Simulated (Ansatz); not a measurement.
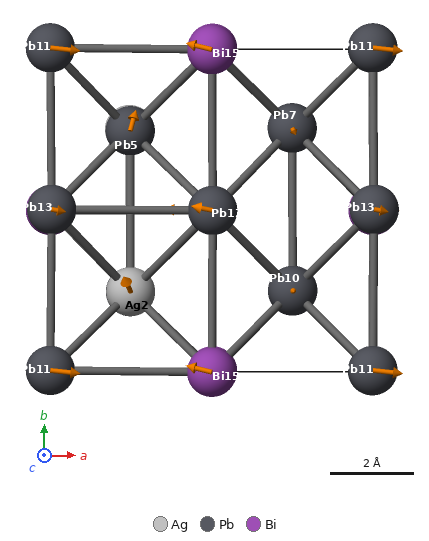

A relaxation of solid Ag$_{2}$Bi$_{3}$Pb$_{11}$ (a generated structure, set up in P1) (coarse preliminary run). The starting structure is drawn; orange arrows show the displacements (the part carried along by the change of the cell is left out), magnified 3 times.

A ball-and-stick model of the cell of the calculation (origin shifted), seen along the c axis.

Case: elements placed on the bcc lattice with unlike neighbours.

Method: DFT PBEsol, scalar-relativistic, plane waves, PAW in Ansatz 0.2.0.

Input file:
```yaml
crystal:
  lattice:
    - [7.86545832, 0.0, 0.0]
    - [0.0, 7.86545832, 0.0]
    - [0.0, 0.0, 7.86545832]
  atoms:
    - { symbol: Ag, position: [0.9952933639, 5.43148e-05, 0.9996616768] }
    - { symbol: Ag, position: [0.9991884326, 0.4970796003, 0.4965968294] }
    - { symbol: Pb, position: [0.4997555954, 0.0053692776, 0.0020945988] }
    - { symbol: Pb, position: [0.9982109169, 0.4971083054, 0.9998377064] }
    - { symbol: Pb, position: [0.9980884903, 0.9961205277, 0.5034705405] }
    - { symbol: Pb, position: [0.5008320266, 0.4992902906, 0.0001069141] }
    - { symbol: Pb, position: [0.5000453201, 0.0042122251, 0.5025219802] }
    - { symbol: Pb, position: [0.7483895031, 0.2519186732, 0.2525883269] }
    - { symbol: Pb, position: [0.2535132928, 0.7491746917, 0.252446593] }
    - { symbol: Pb, position: [0.5018633444, 0.5014260725, 0.5014166789] }
    - { symbol: Pb, position: [0.750173235, 0.2531747426, 0.7516568916] }
    - { symbol: Pb, position: [0.2530632691, 0.7491242851, 0.7484011268] }
    - { symbol: Pb, position: [0.7542926929, 0.7524547324, 0.7527606362] }
    - { symbol: Bi, position: [0.2526106775, 0.2511924152, 0.2521810678] }
    - { symbol: Bi, position: [0.2507496377, 0.2479091017, 0.754054393] }
    - { symbol: Bi, position: [0.750867567, 0.7496414312, 0.2489599472] }
  symmetry: { detect: false }
basis:
  ecutwfc: 420
kpoints:
  mp_grid: { grid: [2, 2, 2], shift: [0.5, 0.5, 0.5] }
hamiltonian:
  xc: pbesol
scf:
  occupations: { method: gaussian, width: 0.1 }
  lower_state_search: "off"
output:
  forces: true
  stress: true
  eigenvalues: true
relax:
  adjacent_minimum: "off"
  f_tol: 0.04
  max_steps: 50
  cell: { stress_tol: 0.3 }
```

Command:
```bash
ansatz run input.yaml --threads 4 --pin off --max-ram 9216MiB --backend cpu --events-out ev --progress --plain --runs-dir out
```

**Atoms of which element are displaced furthest, and by how much?**

Lead: up to 0.39 Å, against 0.22 Å for bismuth.

**What did the optimiser do to the structure, and how much energy did it gain?**

The energy falls by 65.3 meV per atom in 12 accepted moves (13 points after the start). The largest force component goes from 0.4 to 0.028 eV/Å. The pressure goes from −2.87 to 0.08 GPa. The SCF was repeated once at an unchanged geometry on a basis and grid sized afresh for the cell, which shifted the energy by 0.1 meV per atom at most. The largest move relative to the cell is that of Pb9, 0.39 Å along −a. Largest moves by element: Pb 0.39 Å, Bi 0.22 Å, Ag 0.21 Å. The volume changes by −5.2 %, with a 7.865 → 8.197 Å (+4.2 %), b 7.865 → 6.577 Å (−16.4 %), c 7.865 → 8.596 Å (+9.3 %), α 90.0° → 84.7°, β 90.0° → 89.7°, γ 90.0° → 89.5°. Some distances before and after: Pb3–Pb6 3.981 → 3.261 Å, Pb7–Pb10 3.955 → 3.265 Å, Ag2–Pb5 3.941 → 3.258 Å, Pb12–Bi15 3.943 → 3.281 Å. Bond angles that change, for instance: Pb12–Pb7–Bi16 108.3° → 125.2°, Pb3–Pb9–Pb10 110.2° → 93.9°, Ag2–Pb9–Pb4 69.4° → 85.4°. The space group stays P1 (No. 1).

Limits of the set-up: the k-point mesh is coarse for a cell with partly filled bands.
